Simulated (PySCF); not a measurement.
**Run report: C$_{3}$H$_{7}$ClO$_{2}$Si, geometry relaxation**

- system: C$_{3}$H$_{7}$ClO$_{2}$Si
- method: PBE0-D3(BJ)/def2-SVP geometry optimisation, gas phase (PySCF 2.14.0)

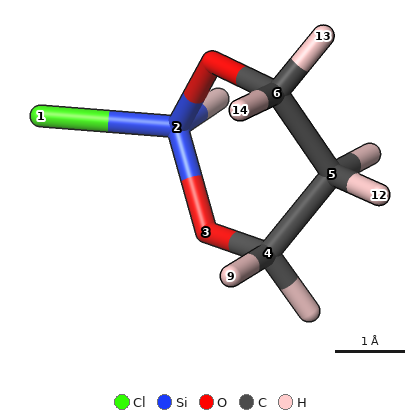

**Figure 1.** The starting structure (stick view, seen at a tilt; atoms are numbered from 1 in the order of the input). Bond lengths as drawn: Cl–Si 2.00 Å, C–C 1.52 to 1.55 Å, C–H 1.07 to 1.13 Å, C–O 1.35 to 1.42 Å, H–Si 1.46 Å and O–Si 1.62 to 1.64 Å.

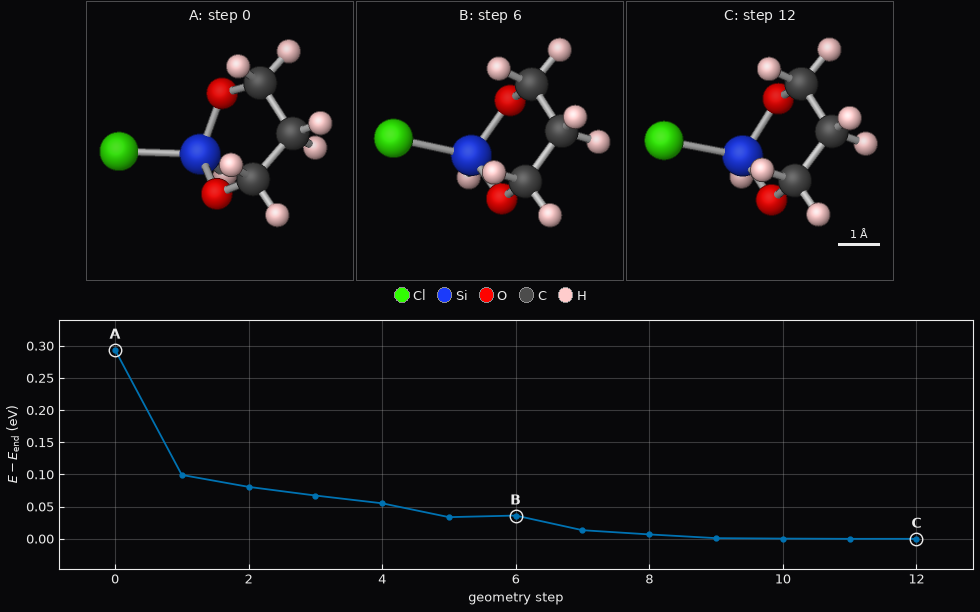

**Figure 2.** Frames of the relaxation (ball-and-stick view, seen at a tilt) above the curves, on which the letters mark them (steps are counted from 0).

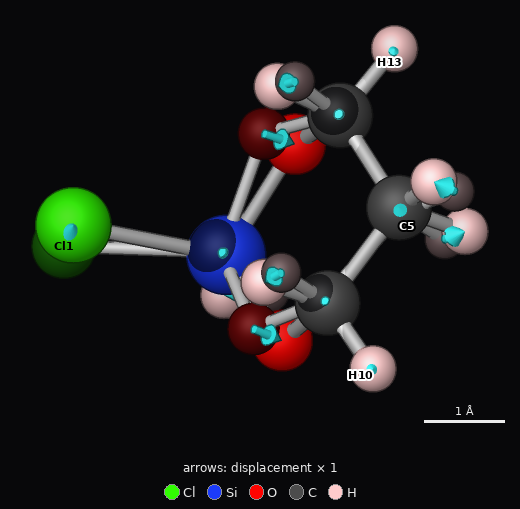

**Figure 3.** Start (faint) and end (solid) with the displacements as teal arrows, at true length (ball-and-stick view, seen at a tilt). The two geometries are laid on each other by the best rigid fit. Cl1 moves most after the best rigid fit: 0.82 Å. By element the largest moves are Cl 0.82 Å, H 0.63 Å, O 0.52 Å, C 0.16 Å, Si 0.12 Å. Distances before and after: O3–C4 1.353 → 1.417 Å, Cl1–Si2 2.003 → 2.066 Å, Si2–O7 1.616 → 1.650 Å, C5–H11 1.072 → 1.103 Å. Among the angles that change: Si2–O3–C4 122.8° → 118.9°, H11–C5–H12 110.2° → 107.3°, Si2–O7–C6 121.8° → 118.9°. The energy falls by 0.294 eV in 12 geometry steps. The largest force component goes from 2.5 to 0.012 eV/Å. (Atoms are counted from 1 in the order of the input.)

These pictures come from the run below.

### Input
```
{"job": {"xc": "PBE0", "basis": "def2-SVP", "d3": "d3bj", "grid": 1, "shake": 0.01, "kind": "geom"}, "charge": 0, "multiplicity": 1}
Cl     3.185120     0.639790     1.267990
Si     1.754510    -0.041410     0.042220
O      0.847210     1.199400    -0.522850
C     -0.505850     1.174860    -0.530200
C     -1.099340    -0.250690    -0.471750
C     -0.622440    -0.956220     0.793200
O      0.793600    -1.038810     0.875420
H      2.366830    -0.746580    -1.079030
H     -0.903620     1.763290     0.346180
H     -0.862010     1.664370    -1.440050
H     -0.758030    -0.801380    -1.326190
H     -2.179570    -0.206680    -0.462430
H     -1.022330    -1.979440     0.805280
H     -1.001240    -0.435560     1.694440
```

The first line tells a small driver script what to run in PySCF; the rest is the geometry in Å.

Command:
```bash
OMP_NUM_THREADS=1 python <driver script> task.json out
```

### Output
```
step   0  E = -1017.79239063  max force = 0.048256
step   1  E = -1017.79954284  max force = 0.014260
step   2  E = -1017.80022408  max force = 0.007382
step   3  E = -1017.80071873  max force = 0.002661
step   4  E = -1017.80116304  max force = 0.007337
step   5  E = -1017.80195362  max force = 0.012975
step   6  E = -1017.80186312  max force = 0.015869
step   7  E = -1017.80269955  max force = 0.007331
step   8  E = -1017.80294020  max force = 0.003295
step   9  E = -1017.80315344  max force = 0.002162
step  10  E = -1017.80317785  max force = 0.001933
step  11  E = -1017.80319269  max force = 0.000492
step  12  E = -1017.80319202  max force = 0.000235
optimisation converged
```

### Trajectory as extended XYZ (Å, eV, eV/Å), 13 frames, from step=0 to step=12
```
14
Properties=species:S:1:pos:R:3:forces:R:3 step=0 energy=-27695.54163
Cl    3.1851    0.6398    1.2680    0.7481   0.3914   0.5769
Si    1.7545   -0.0414    0.0422    0.3712  -0.0160  -0.7354
O     0.8472    1.1994   -0.5229    1.7589   0.2192  -0.1181
C    -0.5059    1.1749   -0.5302   -2.4814  -0.0505   0.5428
C    -1.0993   -0.2507   -0.4718    0.9480   1.1037   1.4019
C    -0.6224   -0.9562    0.7932   -0.0241  -0.1609  -0.0141
O     0.7936   -1.0388    0.8754   -1.0699  -0.5962   0.4499
H     2.3668   -0.7466   -1.0790    0.3546  -0.1366  -0.2665
H    -0.9036    1.7633    0.3462    0.0895  -0.2699  -0.5002
H    -0.8620    1.6644   -1.4401   -0.1945   0.2721  -0.2643
H    -0.7580   -0.8014   -1.3262    0.1613  -0.6132  -0.9742
H    -2.1796   -0.2067   -0.4624   -0.6699   0.0259  -0.1372
H    -1.0223   -1.9794    0.8053    0.0094  -0.1356   0.1333
H    -1.0012   -0.4356    1.6944   -0.0012  -0.0333  -0.0948
14
Properties=species:S:1:pos:R:3:forces:R:3 step=1 energy=-27695.73625
Cl    3.2969    0.6690    1.2600   -0.1896  -0.0714  -0.0619
Si    1.8498   -0.0747   -0.0130   -0.0765   0.1050   0.2120
O     0.9255    1.1690   -0.5790   -0.5756   0.0041  -0.0893
C    -0.5096    1.2026   -0.5320    0.7333  -0.1393  -0.0152
C    -1.1026   -0.1815   -0.3302   -0.0669  -0.1097  -0.2686
C    -0.5559   -0.8894    0.8983    0.0820  -0.0168  -0.0810
O     0.8371   -1.1050    0.7945    0.1157   0.0086  -0.0673
H     2.5713   -0.7713   -1.0928    0.0255  -0.0359  -0.0265
H    -0.8089    1.8857    0.2772   -0.0546   0.0325   0.1348
H    -0.8651    1.6410   -1.4771    0.0253   0.0003  -0.0272
H    -0.8651   -0.8005   -1.2248   -0.1426   0.1218   0.2207
H    -2.2041   -0.1095   -0.2696    0.1157   0.0120   0.0082
H    -1.0370   -1.8751    1.0202    0.0256   0.0710   0.0013
H    -0.7745   -0.2998    1.8062   -0.0173   0.0177   0.0599
14
Properties=species:S:1:pos:R:3:forces:R:3 step=2 energy=-27695.75479
Cl    3.2470    0.6747    1.2936   -0.0669  -0.0287  -0.0201
Si    1.8471   -0.0782   -0.0166    0.0540   0.0531   0.1428
O     0.9261    1.1599   -0.5955   -0.2734  -0.0749  -0.1156
C    -0.4962    1.1975   -0.5363    0.3796   0.0674   0.0458
C    -1.1071   -0.1771   -0.3334    0.0039  -0.0496  -0.0721
C    -0.5511   -0.8912    0.8874    0.0096   0.0426   0.0500
O     0.8386   -1.1178    0.7765    0.0251  -0.0435  -0.1088
H     2.5951   -0.7725   -1.0835   -0.0004   0.0106   0.0046
H    -0.7853    1.8766    0.2860   -0.0579  -0.0188   0.0052
H    -0.8551    1.6440   -1.4768   -0.0204   0.0169   0.0051
H    -0.9028   -0.7982   -1.2252   -0.0461   0.0088   0.0237
H    -2.2026   -0.0865   -0.2533    0.0138   0.0238   0.0320
H    -1.0405   -1.8694    1.0144    0.0067  -0.0072   0.0065
H    -0.7553   -0.3014    1.8009   -0.0277  -0.0005   0.0009
14
Properties=species:S:1:pos:R:3:forces:R:3 step=3 energy=-27695.76825
Cl    3.1825    0.6704    1.3438    0.0584   0.0279   0.0394
Si    1.8493   -0.0918   -0.0200    0.0782   0.0157   0.0624
O     0.9337    1.1360   -0.6272    0.0704  -0.1064  -0.1368
C    -0.4727    1.1973   -0.5428   -0.0727   0.1074   0.0870
C    -1.1149   -0.1635   -0.3334    0.0276   0.0015   0.0615
C    -0.5488   -0.8952    0.8727   -0.0326   0.0589   0.0978
O     0.8348   -1.1459    0.7393   -0.0624  -0.0781  -0.1107
H     2.6353   -0.7746   -1.0672   -0.0016   0.0279   0.0144
H    -0.7470    1.8711    0.2918   -0.0165  -0.0096  -0.0411
H    -0.8456    1.6562   -1.4728   -0.0166   0.0202   0.0200
H    -0.9630   -0.7876   -1.2278    0.0222  -0.0542  -0.0968
H    -2.2019   -0.0389   -0.2168   -0.0491   0.0279   0.0317
H    -1.0536   -1.8643    1.0039    0.0030  -0.0349  -0.0005
H    -0.7303   -0.3088    1.7946   -0.0083  -0.0044  -0.0283
14
Properties=species:S:1:pos:R:3:forces:R:3 step=4 energy=-27695.78034
Cl    3.1229    0.6621    1.3897    0.1041   0.0617   0.0848
Si    1.8543   -0.1134   -0.0245    0.0334  -0.0069  -0.0119
O     0.9449    1.0998   -0.6696    0.2834  -0.1077  -0.1502
C    -0.4484    1.1992   -0.5476   -0.3773   0.1076   0.1127
C    -1.1286   -0.1438   -0.3276    0.0394   0.0286   0.1015
C    -0.5503   -0.9004    0.8577   -0.0396   0.0415   0.0982
O     0.8244   -1.1818    0.6905   -0.0815  -0.0810  -0.0938
H     2.6819   -0.7814   -1.0476    0.0034   0.0233   0.0186
H    -0.6937    1.8744    0.2964    0.0285  -0.0134  -0.0481
H    -0.8379    1.6730   -1.4638    0.0079   0.0166   0.0182
H    -1.0343   -0.7674   -1.2292    0.0443  -0.0540  -0.1086
H    -2.2048    0.0210   -0.1673   -0.0524   0.0181   0.0164
H    -1.0726   -1.8598    0.9910    0.0008  -0.0341  -0.0036
H    -0.7000   -0.3210    1.7899    0.0054  -0.0004  -0.0344
14
Properties=species:S:1:pos:R:3:forces:R:3 step=5 energy=-27695.80185
Cl    2.9864    0.6555    1.4725    0.0487   0.0861   0.1224
Si    1.8590   -0.1612   -0.0384   -0.0323  -0.0371  -0.1233
O     0.9630    1.0115   -0.7711    0.4983  -0.0386  -0.1811
C    -0.4021    1.2022   -0.5573   -0.6672   0.0897   0.1537
C    -1.1577   -0.0989   -0.3065    0.0320   0.0669   0.1154
C    -0.5540   -0.9137    0.8280   -0.0187   0.0030   0.0406
O     0.7958   -1.2568    0.5776   -0.0513  -0.0906  -0.0026
H     2.7771   -0.7998   -0.9977    0.0101   0.0038   0.0171
H    -0.5644    1.8838    0.3026    0.0905  -0.0284  -0.0256
H    -0.8226    1.7111   -1.4410    0.0450  -0.0058   0.0048
H    -1.1797   -0.7106   -1.2218    0.0577  -0.0290  -0.0665
H    -2.2020    0.1448   -0.0551   -0.0385  -0.0152  -0.0239
H    -1.1116   -1.8528    0.9649   -0.0028  -0.0123  -0.0060
H    -0.6294   -0.3548    1.7812    0.0285   0.0076  -0.0250
14
Properties=species:S:1:pos:R:3:forces:R:3 step=6 energy=-27695.79939
Cl    2.6651    0.6877    1.5953   -0.0450   0.0129   0.0212
Si    1.8428   -0.2228   -0.0616   -0.0146  -0.1110  -0.2784
O     0.9701    0.8565   -0.9459    0.6182   0.2712  -0.2244
C    -0.3296    1.1987   -0.5776   -0.8160   0.0258   0.1819
C    -1.1878   -0.0311   -0.2650   -0.0152   0.1436   0.1422
C    -0.5486   -0.9437    0.7771   -0.0320  -0.0334  -0.1167
O     0.7455   -1.3656    0.3789   -0.0126  -0.1955   0.3466
H     2.9190   -0.8029   -0.8779    0.0245  -0.0233   0.0091
H    -0.3330    1.8780    0.2989    0.1415  -0.0545   0.0193
H    -0.7867    1.7717   -1.4015    0.0518  -0.0443  -0.0250
H    -1.3852   -0.6024   -1.1877    0.0819   0.0137   0.0173
H    -2.1595    0.3167    0.1252   -0.0241  -0.0537  -0.0795
H    -1.1561   -1.8506    0.9237   -0.0111   0.0298  -0.0100
H    -0.4982   -0.4298    1.7561    0.0528   0.0188  -0.0038
14
Properties=species:S:1:pos:R:3:forces:R:3 step=7 energy=-27695.82215
Cl    2.8233    0.6784    1.5309   -0.0208   0.0267   0.0411
Si    1.8533   -0.1977   -0.0625   -0.1136   0.0111  -0.0718
O     0.9718    0.9385   -0.8702    0.2699   0.0012  -0.1368
C    -0.3730    1.2037   -0.5637   -0.3770   0.0125   0.1247
C    -1.1765   -0.0637   -0.2805    0.0275   0.0439   0.0130
C    -0.5515   -0.9293    0.8058    0.0091  -0.0052  -0.0113
O     0.7721   -1.3167    0.4824    0.0202  -0.0516   0.0281
H     2.8584   -0.8111   -0.9452   -0.0005  -0.0127   0.0031
H    -0.4393    1.8845    0.3073    0.0797  -0.0199   0.0203
H    -0.8153    1.7449   -1.4160    0.0381  -0.0194  -0.0032
H    -1.2782   -0.6563   -1.2062    0.0438   0.0135   0.0281
H    -2.1920    0.2271    0.0370    0.0029  -0.0309  -0.0482
H    -1.1355   -1.8523    0.9468   -0.0071   0.0250   0.0010
H    -0.5598   -0.3896    1.7720    0.0278   0.0056   0.0118
14
Properties=species:S:1:pos:R:3:forces:R:3 step=8 energy=-27695.82870
Cl    2.7822    0.6896    1.5281   -0.0112   0.0108   0.0209
Si    1.8460   -0.2040   -0.0783   -0.0780   0.0227  -0.0238
O     0.9696    0.9271   -0.8988    0.1143  -0.0194  -0.0880
C    -0.3716    1.2046   -0.5605   -0.1694   0.0014   0.0680
C    -1.1771   -0.0582   -0.2707    0.0108   0.0228  -0.0113
C    -0.5472   -0.9317    0.8061    0.0015  -0.0002  -0.0057
O     0.7691   -1.3287    0.4657    0.0307  -0.0218   0.0013
H     2.8661   -0.8159   -0.9438   -0.0002  -0.0124  -0.0054
H    -0.4066    1.8815    0.3145    0.0489  -0.0147   0.0236
H    -0.8206    1.7529   -1.4037    0.0103  -0.0033   0.0032
H    -1.2863   -0.6466   -1.1984    0.0314   0.0130   0.0362
H    -2.1897    0.2344    0.0541    0.0008  -0.0230  -0.0397
H    -1.1374   -1.8501    0.9499   -0.0100   0.0226   0.0082
H    -0.5388   -0.3945    1.7737    0.0201   0.0015   0.0126
14
Properties=species:S:1:pos:R:3:forces:R:3 step=9 energy=-27695.83450
Cl    2.6936    0.7125    1.5095    0.0101  -0.0084  -0.0125
Si    1.8278   -0.2195   -0.1191    0.0255  -0.0056   0.0152
O     0.9563    0.8915   -0.9711   -0.0931   0.0006   0.0159
C    -0.3643    1.2051   -0.5518    0.1112  -0.0099  -0.0542
C    -1.1797   -0.0436   -0.2460   -0.0199  -0.0040   0.0041
C    -0.5358   -0.9350    0.8080   -0.0149   0.0066   0.0002
O     0.7610   -1.3561    0.4225    0.0061   0.0165   0.0009
H     2.8771   -0.8292   -0.9504   -0.0032  -0.0011  -0.0108
H    -0.3224    1.8660    0.3346   -0.0019  -0.0065   0.0143
H    -0.8337    1.7774   -1.3659   -0.0234   0.0246   0.0174
H    -1.3137   -0.6232   -1.1747    0.0106  -0.0068   0.0077
H    -2.1822    0.2573    0.0994   -0.0117  -0.0043  -0.0115
H    -1.1427   -1.8397    0.9655   -0.0016   0.0006   0.0123
H    -0.4833   -0.4030    1.7775    0.0063  -0.0023   0.0011
14
Properties=species:S:1:pos:R:3:forces:R:3 step=10 energy=-27695.83517
Cl    2.7117    0.7130    1.4914    0.0050  -0.0090  -0.0167
Si    1.8270   -0.2190   -0.1271    0.0282  -0.0054   0.0213
O     0.9509    0.8933   -0.9731   -0.0812  -0.0062   0.0092
C    -0.3679    1.2051   -0.5484    0.0994  -0.0078  -0.0410
C    -1.1802   -0.0456   -0.2434   -0.0188  -0.0007   0.0109
C    -0.5343   -0.9323    0.8131   -0.0071   0.0049   0.0038
O     0.7631   -1.3520    0.4277   -0.0014   0.0166  -0.0066
H     2.8664   -0.8337   -0.9676   -0.0042   0.0027  -0.0075
H    -0.3227    1.8619    0.3411   -0.0068  -0.0037   0.0090
H    -0.8414    1.7810   -1.3579   -0.0163   0.0188   0.0164
H    -1.3086   -0.6277   -1.1711    0.0079  -0.0077  -0.0023
H    -2.1854    0.2509    0.0978   -0.0093  -0.0004  -0.0046
H    -1.1395   -1.8373    0.9749    0.0010  -0.0024   0.0086
H    -0.4812   -0.3972    1.7809    0.0037   0.0004  -0.0004
14
Properties=species:S:1:pos:R:3:forces:R:3 step=11 energy=-27695.83557
Cl    2.7510    0.7157    1.4190   -0.0014  -0.0071  -0.0158
Si    1.8202   -0.2261   -0.1674    0.0157  -0.0101   0.0216
O     0.9264    0.8826   -1.0009   -0.0143   0.0032  -0.0020
C    -0.3737    1.2046   -0.5350    0.0253  -0.0060  -0.0045
C    -1.1857   -0.0451   -0.2243   -0.0130   0.0018   0.0144
C    -0.5267   -0.9237    0.8304    0.0106  -0.0072   0.0056
O     0.7650   -1.3471    0.4276   -0.0107   0.0111  -0.0071
H     2.8329   -0.8536   -1.0312   -0.0041   0.0048  -0.0015
H    -0.2965    1.8430    0.3663   -0.0087   0.0065  -0.0054
H    -0.8659    1.8021   -1.3175    0.0014  -0.0016   0.0023
H    -1.3112   -0.6313   -1.1496   -0.0054  -0.0038  -0.0162
H    -2.1927    0.2459    0.1163    0.0041   0.0092   0.0154
H    -1.1290   -1.8269    1.0122    0.0037  -0.0048  -0.0051
H    -0.4563   -0.3798    1.7921   -0.0032   0.0039  -0.0017
14
Properties=species:S:1:pos:R:3:forces:R:3 step=12 energy=-27695.83555
Cl    2.7567    0.7120    1.4081   -0.0014  -0.0043  -0.0089
Si    1.8194   -0.2297   -0.1739    0.0017  -0.0060   0.0064
O     0.9233    0.8788   -1.0058    0.0091   0.0037  -0.0043
C    -0.3725    1.2047   -0.5337   -0.0067  -0.0023   0.0093
C    -1.1878   -0.0425   -0.2190   -0.0009   0.0002   0.0011
C    -0.5257   -0.9232    0.8322    0.0079  -0.0038   0.0030
O     0.7635   -1.3483    0.4241   -0.0029   0.0046  -0.0012
H     2.8284   -0.8577   -1.0413   -0.0027   0.0002  -0.0017
H    -0.2901    1.8427    0.3674   -0.0030   0.0052  -0.0039
H    -0.8672    1.8047   -1.3128    0.0023  -0.0050  -0.0026
H    -1.3196   -0.6279   -1.1443   -0.0072   0.0004  -0.0057
H    -2.1918    0.2520    0.1273    0.0052   0.0076   0.0121
H    -1.1283   -1.8258    1.0160    0.0012  -0.0016  -0.0044
H    -0.4506   -0.3794    1.7936   -0.0025   0.0011   0.0008
```

### Results in brief

| quantity | value |
| --- | --- |
| outcome | converged |
| total energy | −1017.803192 hartree |
| dipole moment | 2.57 D |
| point group | Cs |
| hardware | 1 CPU thread, shared host |
| wall time | 1.7 min |
| peak memory | 0.64 GiB |
